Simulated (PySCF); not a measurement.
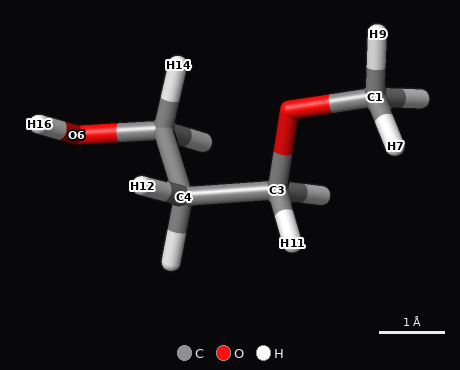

Starting structure of C4H10O2. Style: stick. Shown at a tilt.

The start comes from GFN2-xTB.

These are results of PBE0-D3(BJ)/def2-SVP geometry optimisation, gas phase in PySCF, not measurements.

```xyz
16

C    -2.5120    0.0942    0.4069
O    -1.1603    0.4571    0.3161
C    -0.4691   -0.2409   -0.6958
C     0.9922    0.1887   -0.6834
C     1.6908   -0.2450    0.6075
O     3.0469    0.1306    0.6435
H    -3.0480    0.3147   -0.5255
H    -2.6225   -0.9752    0.6288
H    -2.9395    0.6799    1.2181
H    -0.5466   -1.3264   -0.5233
H    -0.9194   -0.0199   -1.6770
H     1.0351    1.2768   -0.7708
H     1.5063   -0.2495   -1.5402
H     1.1465    0.1678    1.4668
H     1.6901   -1.3350    0.6844
H     3.1019    1.0911    0.5869
```

Where does the relaxation end?

Answer. Over 7 geometry steps the energy falls by 0.82 kcal/mol. The largest force component goes from 0.82 to 0.012 eV/Å. H15 moves most after the best rigid fit: 0.081 Å. By element the largest moves are H 0.081 Å, O 0.032 Å, C 0.031 Å. Near-neighbour distances that change, for instance: C1–O2 1.403 → 1.391 Å, C3–C4 1.523 → 1.512 Å, C1–H7 1.098 → 1.109 Å, C1–H9 1.088 → 1.099 Å. Among the angles between lasting bonds that change: H14–C5–H15 108.6° → 106.6°. The run took roughly 60 core-seconds on a shared host.

Final geometry:

```xyz
16

C    -2.4958    0.0827    0.4139
O    -1.1511    0.4290    0.3271
C    -0.4701   -0.2286   -0.7032
C     0.9871    0.1737   -0.6720
C     1.6933   -0.2160    0.6179
O     3.0552    0.1208    0.6160
H    -3.0528    0.3411   -0.5094
H    -2.6352   -1.0016    0.5983
H    -2.9375    0.6382    1.2531
H    -0.5648   -1.3303   -0.5861
H    -0.9174    0.0227   -1.6876
H     1.0519    1.2682   -0.8094
H     1.5132   -0.2878   -1.5234
H     1.1528    0.2267    1.4755
H     1.6436   -1.3105    0.7456
H     3.1200    1.0807    0.5865
```

The end point in the same view:

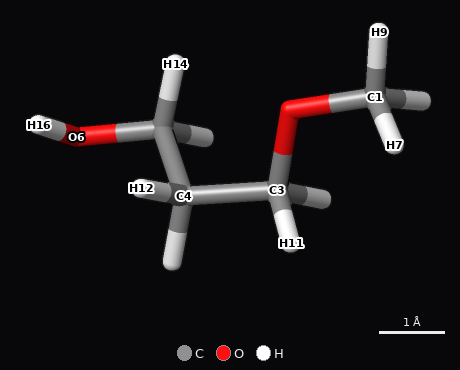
